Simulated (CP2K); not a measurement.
# [HO2]− (hydroperoxide(1-)) at GFN1-xTB

What is the vertical ionisation energy of [HO2]− (hydroperoxide(1-)) at GFN1-xTB? 

Program for the calculation: CP2K 2026.2.

2 further runs of the same task are left out: 2 set aside as unsound or not needed.

### Step 1. The system as given

The species is [HO2]− (3 atoms), meant as a singlet with charge -1. As SMILES, `[O-]O`. The shape is that of a GFN2-xTB optimisation.

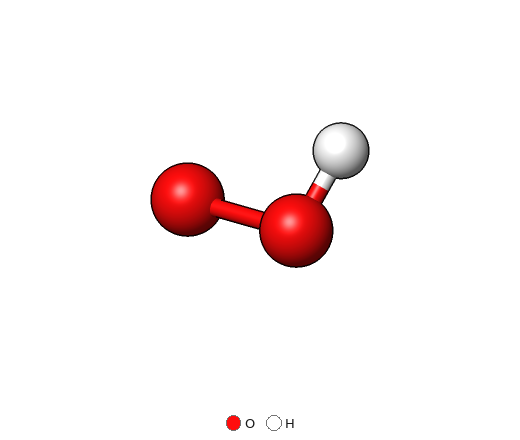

Viewed from a chosen angle; oxygen red, hydrogen white.

### Step 2. Energy and gradient at GFN1-xTB

molecule.xyz

```xyz
3

O     -0.355040     1.013280    -0.080710
O     -0.244450    -0.436620    -0.180910
H      0.599490    -0.576670     0.261620
```

calc.inp

```
&FORCE_EVAL
    METHOD QUICKSTEP
    &DFT
        CHARGE -1
        &QS
            METHOD XTB
            EPS_DEFAULT 1.0E-10
            &XTB
                GFN_TYPE TBLITE
                &TBLITE
                    METHOD GFN1
                &END
                CHECK_ATOMIC_CHARGES F
            &END
        &END
        # cluster boundary conditions
        &POISSON
            PERIODIC NONE
            POISSON_SOLVER ANALYTIC
        &END
        &SCF
            SCF_GUESS ATOMIC
            EPS_SCF 1.0E-06
            MAX_SCF 150
            ADDED_MOS 4
            &DIAGONALIZATION
                ALGORITHM STANDARD
            &END
            &MIXING
                METHOD DIRECT_P_MIXING
                ALPHA 0.4
            &END
            &SMEAR ON
                METHOD FERMI_DIRAC
                ELECTRONIC_TEMPERATURE [K] 300
            &END
        &END
        # extra output
        &PRINT
            &MOMENTS
                PERIODIC F
                REFERENCE COM
                MAX_MOMENT 1
            &END
            &MO ON
                ENERGIES T
                OCCUPATION_NUMBERS T
                NDIGITS 6
                &EACH
                    QS_SCF 0
                &END
                ADD_LAST NUMERIC
            &END
            &HIRSHFELD OFF
            &END
        &END
    &END
    # atoms, cell and kinds
    &SUBSYS
        &CELL
            ABC 9 9.6 8.4
            PERIODIC NONE
        &END
        &TOPOLOGY
            COORD_FILE_NAME molecule.xyz
            COORD_FILE_FORMAT XYZ
            &CENTER_COORDINATES
            &END
        &END
    &END
    &PRINT
        &FORCES ON
        &END
    &END
&END
&GLOBAL
    PROJECT calc
    RUN_TYPE ENERGY_FORCE
    PRINT_LEVEL MEDIUM
&END
```

On the command line:

```console
$ OMP_NUM_THREADS=1 cp2k.psmp -i calc.inp > calc.out 2>&1
```

Log:

```text
CP2K| version string:                                       CP2K version 2026.2
[...]
 GLOBAL| Method name                                                        CP2K
[...]
 GLOBAL| Run type                                                   ENERGY_FORCE
[...]
                             - Atoms:                                          3
[...]
                             - Spherical basis functions:                     10
[...]
 Number of electrons:                                                         14
[...]
  *** SCF run converged in     8 steps ***
[...]
  Fermi energy:                                                 0.11195209792643
[...]
 TB_DIPOLE| Moment [Debye]          1.26440627      -2.04775088       0.45991170
 TB_DIPOLE| Derivative [a.u.]       0.00000000       0.00000000       0.00000000
[...]
 ENERGY| Total FORCE_EVAL ( QS ) energy [hartree]             -9.995079307892308
 FORCES| Atomic forces [hartree/bohr]
 FORCES|   Atom     x               y               z               |f|
 FORCES|      1 -2.53846101E-03  2.12679073E-02  9.72528976E-04   2.14409300E-02
 FORCES|      2 -3.18552960E-03 -1.87438633E-02 -3.80002353E-03   1.93886614E-02
 FORCES|      3  5.72399061E-03 -2.52404396E-03  2.82749455E-03   6.86509955E-03
 FORCES| Sum     1.30104261E-17 -7.02563008E-17  1.73472348E-17
 FORCES| Total atomic force                                       7.35264955E-17
[...]
```

Wall time 0.97 s (1 thread of Intel Xeon 6975P-C (Granite Rapids), shared host); peak memory 0.19 GiB.

### Step 3. Doublet neutral HO2, same level

molecule.xyz is that of step 2.

job.inp

```
&GLOBAL
 PROJECT job
 RUN_TYPE ENERGY_FORCE
 PRINT_LEVEL MEDIUM
&END GLOBAL

&FORCE_EVAL
 METHOD QS
 &DFT
  CHARGE 0
  MULTIPLICITY 2
  UKS T
  &QS
   METHOD XTB
   EPS_DEFAULT 1.0E-10
   &XTB
    GFN_TYPE TBLITE
    &TBLITE
     METHOD GFN1
    &END TBLITE
    CHECK_ATOMIC_CHARGES F
   &END XTB
  &END QS
  &POISSON
   PERIODIC NONE
   POISSON_SOLVER ANALYTIC
  &END POISSON
  &SCF
   SCF_GUESS ATOMIC
   EPS_SCF 1.0E-06
   MAX_SCF 150
   ADDED_MOS 8
   &DIAGONALIZATION
    ALGORITHM STANDARD
   &END DIAGONALIZATION
   &MIXING
    METHOD DIRECT_P_MIXING
    ALPHA 0.4
   &END MIXING
   &SMEAR ON
    METHOD FERMI_DIRAC
    ELECTRONIC_TEMPERATURE [K] 300
   &END SMEAR
  &END SCF
  &PRINT
   &MOMENTS
    PERIODIC F
    REFERENCE COM
    MAX_MOMENT 1
   &END MOMENTS
   &MO ON
    ENERGIES T
    OCCUPATION_NUMBERS T
    NDIGITS 6
    &EACH
     QS_SCF 0
    &END EACH
    ADD_LAST NUMERIC
   &END MO
   &HIRSHFELD OFF
   &END HIRSHFELD
  &END PRINT
 &END DFT
 &SUBSYS
  &CELL
   ABC [angstrom] 9 9.6 8.4
   PERIODIC NONE
  &END CELL
  &TOPOLOGY
   COORD_FILE_NAME molecule.xyz
   COORD_FILE_FORMAT XYZ
   &CENTER_COORDINATES
   &END CENTER_COORDINATES
  &END TOPOLOGY
 &END SUBSYS
 &PRINT
  &FORCES ON
  &END FORCES
 &END PRINT
&END FORCE_EVAL
```

On the command line:

```console
$ OMP_NUM_THREADS=1 cp2k.psmp -i job.inp -o job.out
```

Log:

```text
CP2K| version string:                                       CP2K version 2026.2
[...]
 GLOBAL| Method name                                                        CP2K
[...]
 GLOBAL| Run type                                                   ENERGY_FORCE
[...]
 *** WARNING in qs_environment.F:2191 :: More ADDED_MOs requested for beta ***
 *** spin than available.                                                  ***
[...]
                             - Atoms:                                          3
[...]
                             - Spherical basis functions:                     10
[...]
 Number of electrons:                                                          7
[...]
  *** SCF run converged in    12 steps ***
[...]
  Fermi energy:                                                -0.51482366986647
[...]
 TB_DIPOLE| Moment [Debye]          1.71822592      -1.58651725       0.75716674
 TB_DIPOLE| Derivative [a.u.]       0.00000000       0.00000000       0.00000000
[...]
 ENERGY| Total FORCE_EVAL ( QS ) energy [hartree]             -9.706783289535315
 FORCES| Atomic forces [hartree/bohr]
 FORCES|   Atom     x               y               z               |f|
 FORCES|      1  5.64135815E-03 -1.09175722E-01 -9.00259516E-03   1.09691431E-01
 FORCES|      2 -1.76567804E-02  1.15784128E-01  3.21207463E-03   1.17166734E-01
 FORCES|      3  1.20154222E-02 -6.60840562E-03  5.79052053E-03   1.48852788E-02
 FORCES| Sum     3.81639165E-17  9.45424294E-17 -5.20417043E-18
 FORCES| Total atomic force                                       1.02087408E-16
[...]
```

Run time: 0.97 s. Hardware: 1 thread of Intel Xeon 6975P-C (Granite Rapids), shared host; peak memory 0.19 GiB.

### Step 4. Summary of results

At GFN1-xTB:

| quantity | value |
| --- | --- |
| singlet [HO2]−: total energy | -9.99508 Eh |
| singlet [HO2]−: HOMO energy | -1.88 eV |
| singlet [HO2]−: LUMO energy | 3.96 eV |
| singlet [HO2]−: HOMO–LUMO gap | 5.84 eV |
| singlet [HO2]−: largest force on an atom | 1.103 eV/Å |
| doublet neutral HO2: total energy | -9.70678 Eh |
| doublet neutral HO2: dipole moment (from atomic charges alone) | 2.46 D |
| doublet neutral HO2: HOMO energy (highest over α and β) | -14.28 eV |
| doublet neutral HO2: LUMO energy (lowest over α and β) | -13.74 eV |
| doublet neutral HO2: largest force on an atom | 6.025 eV/Å |
| vertical detachment energy (to the doublet neutral) | 7.845 eV |

What this shows: The vertical ionisation energy comes to 7.84 eV (757 kJ/mol). The largest force (singlet [HO2]−) is 1.10 eV/Å: the shape isn't a stationary point for this species at this level. No empirical shift is applied, and without it xTB methods put this difference several eV too high. The dipole (doublet neutral HO2) comes from point charges on the atoms alone, without atomic dipoles, so it is partial.
